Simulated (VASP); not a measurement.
Band structure of InAs (zinc blende). Level of theory: PBE GGA with D4 dispersion, VASP's PBE PAW potentials (set 64) (plane waves; VASP).

Unless said otherwise, spin-orbit coupling is left out, though it shifts the bands of the heavy elements here.

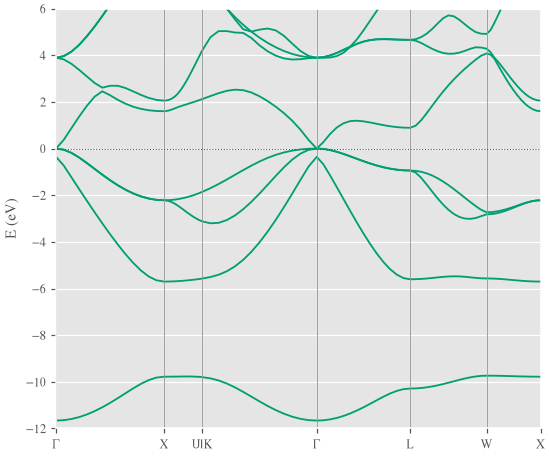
Bands along high-symmetry lines, zero at the valence-band maximum or, without a gap, the Fermi level

Q: Read the plot: is there a gap, and where are the band edges?

A: It has no gap at this level: it comes out as a metal or semimetal. (Edges off the drawn lines would not show.)

The compound is InAs in the zinc blende structure. It was relaxed first.
